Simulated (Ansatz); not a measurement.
**InCl (SMILES [Cl][In]): methods side by side**

InCl: 2 atoms, total charge 0, spin state singlet. As SMILES, `[Cl][In]`. The shape is that of a PBE0-D4/def2-TZVP optimisation.

```xyz
2

Cl    0.0000    0.0000   -0.0139
In    0.0000    0.0000    2.3996
```

Quantity: the energy change with the Cl1–In2 bond stretched from 2.414 to 3.620 Å, in eV. The values are calculated.

| level | kind | program | value (eV) | less CCSD(T)/STO-3G | CPU time (all runs) |
| --- | --- | --- | --- | --- | --- |
| HF/STO-3G (restricted) | Hartree–Fock | Ansatz | 3.56 | +0.07 | 0.49 s |
| SVWN5/STO-3G (restricted) | LDA | Ansatz | 3.54 | +0.05 | 0.83 s |
| revPBE/STO-3G (restricted) | GGA | Ansatz | 3.14 | -0.35 | 1.1 s |
| BHLYP/STO-3G (restricted) | global hybrid | Ansatz | 3.52 | +0.03 | 1.2 s |
| r2SCAN0/STO-3G (restricted) | hybrid meta-GGA | Ansatz | 3.50 | +0.01 | 2.8 s |
| HSE06/STO-3G (restricted) | range-separated hybrid | Ansatz | 3.41 | -0.08 | 1.6 s |
| B2PLYP/STO-3G (restricted) | double hybrid | Ansatz | 3.42 | -0.07 | 1.8 s |
| MP2/STO-3G (restricted) | perturbation theory | Ansatz | 3.53 | +0.04 | 0.53 s |
| CCSD(T)/STO-3G (restricted) | coupled cluster or CI | Ansatz | 3.49 | 0.00 | 0.65 s |
| CCSDTQ/STO-3G (restricted) | coupled cluster or CI | Ansatz | 3.49 | 0.00 | 23 s |

CCSD(T)/STO-3G (restricted) is the highest level here, not the true value. All-electron rows without a relativistic Hamiltonian named are non-relativistic. The first shape isn't each level's own minimum. The values span 3.14 to 3.56 eV. All rows use very small basis sets, so even the best lies far from the true value. In the correlated wave-function rows the outer d shell of In is correlated, in sets not made for it. CPU times are rough (shared hosts, several kinds of processor): they show what a rung costs within a factor of a few.

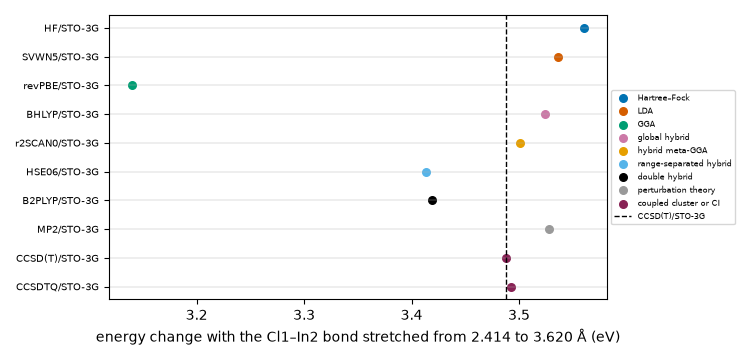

The values of the table, level by level.
